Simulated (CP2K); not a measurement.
# revPBE-D3(BJ)/TZV2P-MOLOPT-PBE-GTH (core potential) run of CH5FOSi (SMILES C[SiH](O)F)

What is the energy change on altering one bond length of CH5FOSi at revPBE-D3(BJ)/TZV2P-MOLOPT-PBE-GTH (core potential)? 

The calculation is run with CP2K 2026.2.

## (1) The molecule

The species is CH5FOSi (9 atoms), meant as a singlet with charge 0. SMILES: `C[SiH](O)F`. Geometry: relaxed at PBE0-D4/def2-TZVP. This is one conformer, not always the lowest.

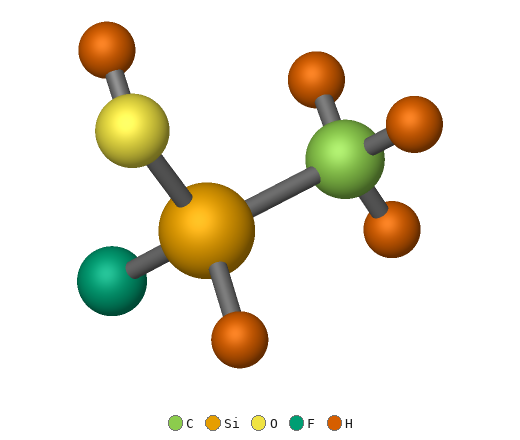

The structure, seen from a chosen angle (carbon green, silicon amber, oxygen yellow, fluorine teal, hydrogen orange).

## (2) A single-point energy at revPBE-D3(BJ)/TZV2P-MOLOPT-PBE-GTH (core potential)

File job.inp:

```
&FORCE_EVAL
   METHOD QS
   &DFT
      BASIS_SET_FILE_NAME BASIS_MOLOPT_UZH
      POTENTIAL_FILE_NAME POTENTIAL_UZH
      CHARGE 0
      MULTIPLICITY 1
      &QS
         METHOD GPW
         EPS_DEFAULT 1.0E-10
      &END QS
      &MGRID
         CUTOFF 400
         REL_CUTOFF 50
         NGRIDS 4
      &END MGRID
      &POISSON
         PERIODIC NONE
         POISSON_SOLVER MULTIPOLE
      &END POISSON
      &SCF
         SCF_GUESS ATOMIC
         EPS_SCF 1.0E-06
         MAX_SCF 50
         &OT ON
            MINIMIZER DIIS
            PRECONDITIONER FULL_ALL
         &END OT
         &OUTER_SCF
            EPS_SCF 1.0E-06
            MAX_SCF 10
         &END OUTER_SCF
      &END SCF
      &XC
         &XC_FUNCTIONAL
            &PBE
               PARAMETRIZATION REVPBE
            &END PBE
         &END XC_FUNCTIONAL
         &VDW_POTENTIAL
            POTENTIAL_TYPE PAIR_POTENTIAL
            &PAIR_POTENTIAL
               TYPE DFTD3(BJ)
               PARAMETER_FILE_NAME dftd3.dat
               REFERENCE_FUNCTIONAL revPBE
               R_CUTOFF 15
            &END PAIR_POTENTIAL
         &END VDW_POTENTIAL
      &END XC
      &PRINT
         &MOMENTS
            PERIODIC F
            REFERENCE COM
            MAX_MOMENT 1
         &END MOMENTS
         &MO_CUBES
            NLUMO 3
            NHOMO -1
            WRITE_CUBE F
         &END MO_CUBES
         &HIRSHFELD OFF
         &END HIRSHFELD
      &END PRINT
   &END DFT
   &SUBSYS
      &CELL
         ABC [angstrom] 10.5 9.6 9.8
         PERIODIC NONE
      &END CELL
      &COORD
         UNIT bohr
         C     -2.0015979     0.7231982     0.3819136
         Si     1.1313790    -0.1122497    -0.9291783
         O      3.2121565    -0.8050233     1.2449516
         F      0.7296233    -2.4929267    -2.7537089
         H     -3.3245952     1.1795670    -1.1366703
         H     -1.8559000     2.3653702     1.6253534
         H     -2.8043536    -0.8409281     1.4677503
         H      2.2941275     1.9237412    -2.4426600
         H      2.7865901    -2.0278651     2.5099342
      &END COORD
      &TOPOLOGY
         &CENTER_COORDINATES
         &END CENTER_COORDINATES
      &END TOPOLOGY
      &KIND C
         BASIS_SET TZV2P-MOLOPT-PBE-GTH-q4
         POTENTIAL GTH-PBE-q4
      &END KIND
      &KIND Si
         BASIS_SET TZV2P-MOLOPT-PBE-GTH-q4
         POTENTIAL GTH-PBE-q4
      &END KIND
      &KIND O
         BASIS_SET TZV2P-MOLOPT-PBE-GTH-q6
         POTENTIAL GTH-PBE-q6
      &END KIND
      &KIND F
         BASIS_SET TZV2P-MOLOPT-PBE-GTH-q7
         POTENTIAL GTH-PBE-q7
      &END KIND
      &KIND H
         BASIS_SET TZV2P-MOLOPT-PBE-GTH-q1
         POTENTIAL GTH-PBE-q1
      &END KIND
   &END SUBSYS
&END FORCE_EVAL
&GLOBAL
   PROJECT job
   RUN_TYPE ENERGY
   PRINT_LEVEL MEDIUM
&END GLOBAL
```

Launch:

```console
$ OMP_NUM_THREADS=1 cp2k.psmp -i job.inp -o job.out
```

Standard output:

```text
CP2K| version string:                                       CP2K version 2026.2
[...]
 GLOBAL| Method name                                                        CP2K
[...]
 GLOBAL| Run type                                                         ENERGY
[...]
 DFT| Spin restricted Kohn-Sham (RKS) calculation                            RKS
 DFT| Multiplicity                                                             1
[...]
 DFT| Charge                                                                   0
[...]
 FUNCTIONAL| PBE:
[...]
 QS| Method:                                                                 GPW
[...]
 QS| Density cutoff [a.u.]:                                                200.0
[...]
 QS| Relative density cutoff [a.u.]:                                        25.0
[...]
                             - Atoms:                                          9
[...]
                             - Spherical basis functions:                    186
[...]
 Number of electrons:                                                         26
[...]
     1 OT DIIS     0.15E+00    1.0     0.12890315       -50.3480010971 -5.03E+01
[...]
    22 OT DIIS     0.15E+00    1.0     0.00000095       -53.0589252955 -2.95E-10
  *** SCF run converged in    22 steps ***
[...]
  Overlap energy of the core charge distribution:               0.00000094921257
  Self energy of the core charge distribution:               -136.51657637331110
  Core Hamiltonian energy:                                     39.20745334954821
  Hartree energy:                                              57.37703086536560
  Exchange-correlation energy:                                -13.11301017182576
  Dispersion energy:                                           -0.01382391452384
  Total energy:                                               -53.05892529553431
[...]
                     Mulliken Population Analysis
 #  Atom  Element  Kind  Atomic population                           Net charge
       1     C        1          4.060855                             -0.060855
       2     Si       2          3.220380                              0.779620
       3     O        3          6.369568                             -0.369568
       4     F        4          7.378399                             -0.378399
       5     H        5          0.992633                              0.007367
       6     H        5          1.000189                             -0.000189
       7     H        5          1.002088                             -0.002088
       8     H        5          1.095324                             -0.095324
       9     H        5          0.880565                              0.119435
 # Total charge                             26.000000                 -0.000000
[...]
  Dipole moment [Debye]
    X= -0.1329624E+01 Y=  0.2817177E+00 Z=  0.1645390E+01  Total=      2.1341446
[...]
 WARNING : did not converge in ot_eigensolver
 number of iterations          299  exceeded maximum
 current gradient / target gradient   4.2868615189987198E-004  /    1.0000000000000001E-005
[...]
 HOMO - LUMO gap [eV] :    7.170233
 ENERGY| Total FORCE_EVAL ( QS ) energy [hartree]            -53.058925295534308
[...]
```

It took 26 s on 1 thread of Arm Neoverse V2, shared host; peak memory 0.78 GiB.

## (3) The distorted shape, same level

File molecule.xyz:

```xyz
9

C     -1.389528     0.492679    -0.143048
Si     0.268372     0.050579    -0.836848
O      1.699800    -0.426000     0.658800
F      0.055772    -1.209221    -1.802348
H     -2.089628     0.734179    -0.946648
H     -1.312428     1.361679     0.514952
H     -1.814328    -0.335021     0.431552
H      0.883672     1.127979    -1.637748
H      1.474600    -1.073100     1.328200
```

File qs.inp:

```
&GLOBAL
   PROJECT qs
   RUN_TYPE ENERGY
   PRINT_LEVEL MEDIUM
&END GLOBAL

&FORCE_EVAL
   METHOD QUICKSTEP
   &DFT
      BASIS_SET_FILE_NAME BASIS_MOLOPT_UZH
      POTENTIAL_FILE_NAME POTENTIAL_UZH
      &QS
         METHOD GPW
         EPS_DEFAULT 1.0E-10
      &END QS
      &MGRID
         CUTOFF 400
         REL_CUTOFF 50
         NGRIDS 4
      &END MGRID
      &POISSON
         PERIODIC NONE
         POISSON_SOLVER MULTIPOLE
      &END POISSON
      &SCF
         SCF_GUESS ATOMIC
         EPS_SCF 1.0E-06
         MAX_SCF 50
         &OT
            MINIMIZER DIIS
            PRECONDITIONER FULL_ALL
         &END OT
         &OUTER_SCF
            EPS_SCF 1.0E-06
            MAX_SCF 8
         &END OUTER_SCF
      &END SCF
      &XC
         &XC_FUNCTIONAL
            &PBE
               PARAMETRIZATION REVPBE
            &END PBE
         &END XC_FUNCTIONAL
         &VDW_POTENTIAL
            POTENTIAL_TYPE PAIR_POTENTIAL
            &PAIR_POTENTIAL
               TYPE DFTD3(BJ)
               PARAMETER_FILE_NAME dftd3.dat
               REFERENCE_FUNCTIONAL revPBE
               R_CUTOFF 15
            &END PAIR_POTENTIAL
         &END VDW_POTENTIAL
      &END XC
      &PRINT
         &MOMENTS
            PERIODIC F
            REFERENCE COM
            MAX_MOMENT 1
         &END MOMENTS
         &MO_CUBES
            NLUMO 1
            NHOMO -1
            WRITE_CUBE F
         &END MO_CUBES
         &HIRSHFELD OFF
         &END HIRSHFELD
      &END PRINT
   &END DFT
   &SUBSYS
      &CELL
         ABC 10.8 9.6 10.1
         PERIODIC NONE
      &END CELL
      &TOPOLOGY
         COORD_FILE_NAME molecule.xyz
         COORD_FILE_FORMAT XYZ
         &CENTER_COORDINATES
         &END CENTER_COORDINATES
      &END TOPOLOGY
      &KIND C
         BASIS_SET TZV2P-MOLOPT-PBE-GTH-q4
         POTENTIAL GTH-PBE-q4
      &END KIND
      &KIND Si
         BASIS_SET TZV2P-MOLOPT-PBE-GTH-q4
         POTENTIAL GTH-PBE-q4
      &END KIND
      &KIND O
         BASIS_SET TZV2P-MOLOPT-PBE-GTH-q6
         POTENTIAL GTH-PBE-q6
      &END KIND
      &KIND F
         BASIS_SET TZV2P-MOLOPT-PBE-GTH-q7
         POTENTIAL GTH-PBE-q7
      &END KIND
      &KIND H
         BASIS_SET TZV2P-MOLOPT-PBE-GTH-q1
         POTENTIAL GTH-PBE-q1
      &END KIND
   &END SUBSYS
&END FORCE_EVAL
```

Launch:

```console
$ OMP_NUM_THREADS=1 cp2k.psmp -i qs.inp > qs.out 2>&1
```

Standard output (excerpt; [...] marks lines left out):

```text
CP2K| version string:                                       CP2K version 2026.2
[...]
 GLOBAL| Method name                                                        CP2K
[...]
 GLOBAL| Run type                                                         ENERGY
[...]
 DFT| Spin restricted Kohn-Sham (RKS) calculation                            RKS
 DFT| Multiplicity                                                             1
[...]
 DFT| Charge                                                                   0
[...]
 FUNCTIONAL| PBE:
[...]
 QS| Method:                                                                 GPW
[...]
 QS| Density cutoff [a.u.]:                                                200.0
[...]
 QS| Relative density cutoff [a.u.]:                                        25.0
[...]
                             - Atoms:                                          9
[...]
                             - Spherical basis functions:                    186
[...]
 Number of electrons:                                                         26
[...]
     1 OT DIIS     0.15E+00    1.1     0.11922920       -50.7404278310 -5.07E+01
[...]
    23 OT DIIS     0.15E+00    1.1     0.00000044       -53.0000416690 -6.99E-11
  *** SCF run converged in    23 steps ***
[...]
  Overlap energy of the core charge distribution:               0.00000094260607
  Self energy of the core charge distribution:               -136.51657637331110
  Core Hamiltonian energy:                                     38.78330839501303
  Hartree energy:                                              57.72400652752366
  Exchange-correlation energy:                                -12.97770838265723
  Dispersion energy:                                           -0.01307277819377
  Total energy:                                               -53.00004166901933
[...]
                     Mulliken Population Analysis
 #  Atom  Element  Kind  Atomic population                           Net charge
       1     C        1          4.038520                             -0.038520
       2     Si       2          3.117417                              0.882583
       3     O        3          6.573530                             -0.573530
[...]
  Dipole moment [Debye]
    X= -0.2741648E+01 Y=  0.9311069E+00 Z=  0.2082540E+00  Total=      2.9029236
[...]
 HOMO - LUMO gap [eV] :    4.872652
 ENERGY| Total FORCE_EVAL ( QS ) energy [hartree]            -53.000041669019332
[...]
```

It took 29 s on 1 thread of Arm Neoverse V2, shared host; peak memory 0.84 GiB.

## (4) Summary of results

At revPBE-D3(BJ)/TZV2P-MOLOPT-PBE-GTH (core potential):

| quantity | value |
| --- | --- |
| first shape: total energy | -53.05893 Eh |
| first shape: dipole moment | 2.13 D |
| first shape: HOMO energy | -7.41 eV |
| first shape: LUMO energy | -0.24 eV |
| first shape: HOMO–LUMO gap | 7.17 eV |
| first shape: dispersion energy | -36.29 kJ/mol |
| distorted shape: total energy | -53.00004 Eh |
| distorted shape: dipole moment | 2.90 D |
| distorted shape: HOMO energy | -6.27 eV |
| distorted shape: LUMO energy | -1.40 eV |
| distorted shape: HOMO–LUMO gap | 4.87 eV |
| distorted shape: dispersion energy | -34.32 kJ/mol |
| energy change with the Si2–O3 bond stretched from 1.634 to 2.124 Å | 1.602 eV |

What this shows: With the Si2–O3 bond stretched from 1.634 to 2.124 Å the energy rises by 1.60 eV (155 kJ/mol). The first shape isn't relaxed at this level, so the change isn't measured from a minimum.
